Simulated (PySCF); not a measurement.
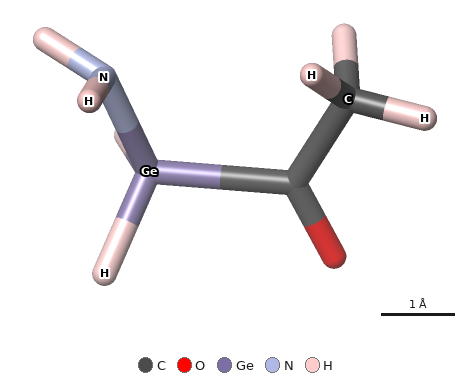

The input geometry (stick view, seen at a tilt). Sticks mark near contacts.

C$_{2}$H$_{7}$GeNO: core-level calculation

The run: core-level calculation of C$_{2}$H$_{7}$GeNO, SMILES C[C](=O)[GeH2][NH2]. Method and program: delta-SCF UKS SCAN, def2-TZVP on the ionised atom, pcseg-1 elsewhere, spin-free X2C (PySCF 2.14.0).

Figures and captions count atoms from 1; the log counts them from 0 in places.

## The program's output
```
ground state, core basis on atom 0 (C), 135 functions
  cycle   1  E = -2304.19824441  |g| = 8.09e-01
  cycle   2  E = -2303.51491666  |g| = 1.92e+00
  cycle   3  E = -2304.31260747  |g| = 3.32e-01
  cycle   4  E = -2304.33457375  |g| = 1.10e-01
  cycle   5  E = -2304.33715554  |g| = 3.50e-02
  cycle   6  E = -2304.33745555  |g| = 9.72e-03
  cycle   7  E = -2304.33747574  |g| = 2.63e-03
  cycle   8  E = -2304.33747926  |g| = 7.77e-04
  cycle   9  E = -2304.33747962  |g| = 2.04e-04
  E(ground) = -2304.48032965 Eh
hole in C 1s of atom 0
  cycle   1  E = -2293.08824683  |g| = 1.47e+00
[... 10 cycles left out ...]
  E(ion) = -2293.77591653 Eh   <S^2> = 0.7662   hole on atom = 1.000   binding energy = 291.282 eV
ground state, core basis on atom 1 (C), 135 functions
[... 5 cycles left out ...]
  E(ground) = -2304.48719688 Eh
hole in C 1s of atom 1
[... 14 cycles left out ...]
  E(ion) = -2293.70875371 Eh   <S^2> = 0.8489   hole on atom = 1.000   binding energy = 293.296 eV
ground state, core basis on atom 2 (O), 135 functions
[... 6 cycles left out ...]
  E(ground) = -2304.50418970 Eh
hole in O 1s of atom 2
[... 10 cycles left out ...]
  E(ion) = -2284.72078148 Eh   <S^2> = 0.7649   hole on atom = 1.000   binding energy = 538.334 eV
ground state, core basis on atom 4 (N), 135 functions
[... 6 cycles left out ...]
  E(ground) = -2304.49269500 Eh
hole in N 1s of atom 4
[... 1 cycle left out ...]
  cycle   2  E = -2286.73925500  |g| = 2.30e+00
  cycle   3  E = -2288.84986188  |g| = 1.12e+00
  cycle   4  E = -2289.36252672  |g| = 4.94e-01
  cycle   5  E = -2289.42314981  |g| = 2.91e-01
  cycle   6  E = -2289.45881906  |g| = 7.37e-02
  cycle   7  E = -2289.46159055  |g| = 1.28e-02
  cycle   8  E = -2289.46168856  |g| = 4.18e-03
  cycle   9  E = -2289.46169518  |g| = 1.74e-03
  cycle  10  E = -2289.46169734  |g| = 5.35e-04
  cycle  11  E = -2289.46169751  |g| = 2.92e-04
  E(ion) = -2289.60220792 Eh   <S^2> = 0.7648   hole on atom = 1.000   binding energy = 405.191 eV
```

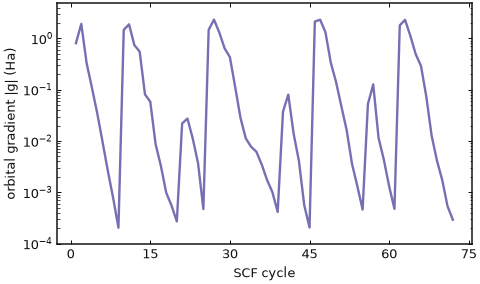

Convergence of the self-consistent field: orbital gradient |g| against the SCF cycle. All cycles printed in the log are drawn one after another.

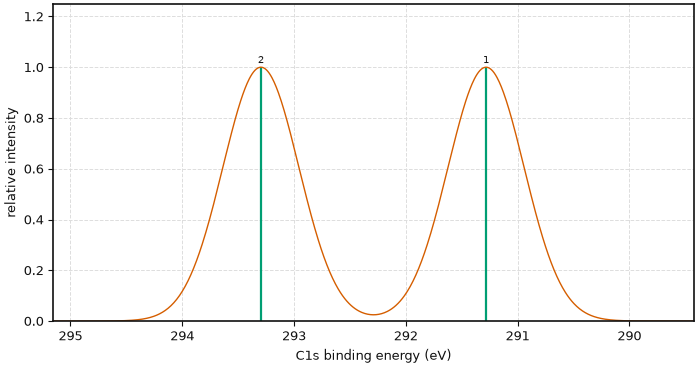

C1s binding energies by ΔSCF of the atoms computed, labelled by atom number, with a Gaussian envelope of 0.8 eV full width. They run from 291.28 eV (atom 1) to 293.30 eV (atom 2).

The run was set up as follows.

## Input
```
{"job": {"kind": "xps", "basis": "def2-TZVP"}, "charge": 0, "multiplicity": 1}
C     -1.641931     0.308015     0.746761
C     -0.914770    -0.863906     0.149965
O     -1.450153    -1.916570    -0.099250
Ge     1.052615    -0.675107    -0.212494
N      1.459432     1.120324    -0.310392
H     -1.265577     0.477475     1.769768
H     -1.414142     1.228289     0.187305
H     -2.723072     0.112037     0.775735
H      1.847090    -1.238008     0.981098
H      1.374956    -1.480071    -1.489801
H      1.320759     1.542647    -1.224649
H      2.393713     1.359422     0.010525
```

The first line tells a small driver script what to run in PySCF; the rest is the geometry in Å.

Launch command:
```bash
OMP_NUM_THREADS=1 python <driver script> task.json out
```

## Results in brief

| quantity | value |
| --- | --- |
| outcome | converged |
| hardware | 1 CPU thread, shared host |
| wall time | 27 s |
| peak memory | 0.43 GiB |
